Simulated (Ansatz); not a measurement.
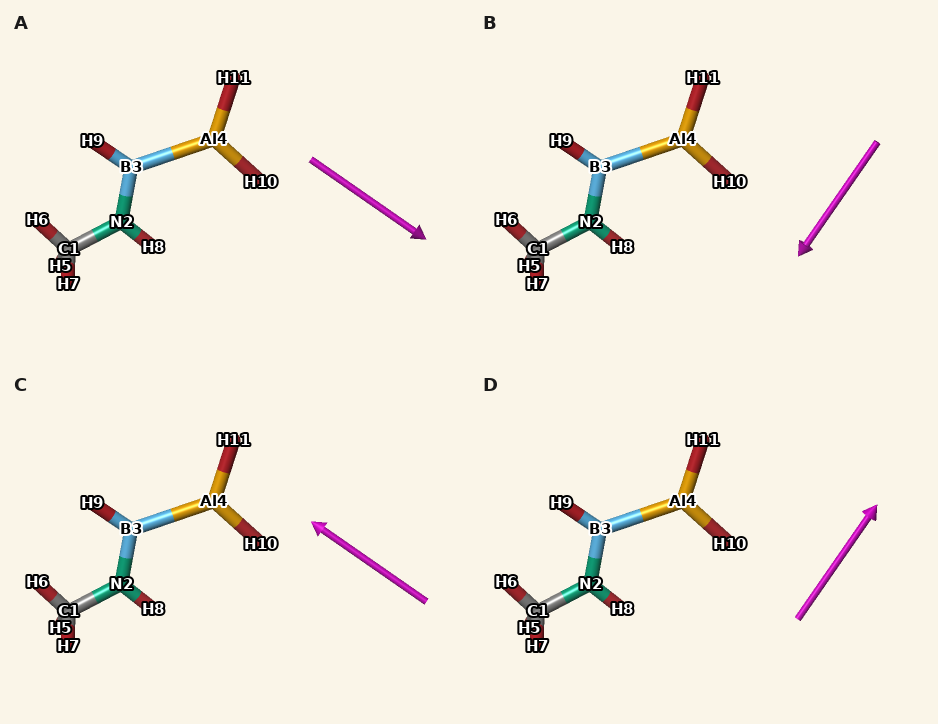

The same molecule four times, each with an arrow. The geometry was computed by an optimisation with PBE0-D4/def2-TZVP. Properties computed with RKS PBE-D4/def2-TZVPP (Ansatz 0.2.0).

**Which arrow points along the dipole moment, from the negative to the positive end?**

B. The dipole moment is 2.93 D; it points from the side of H11 to the side of H5, H7 (the outermost atoms at the two ends).
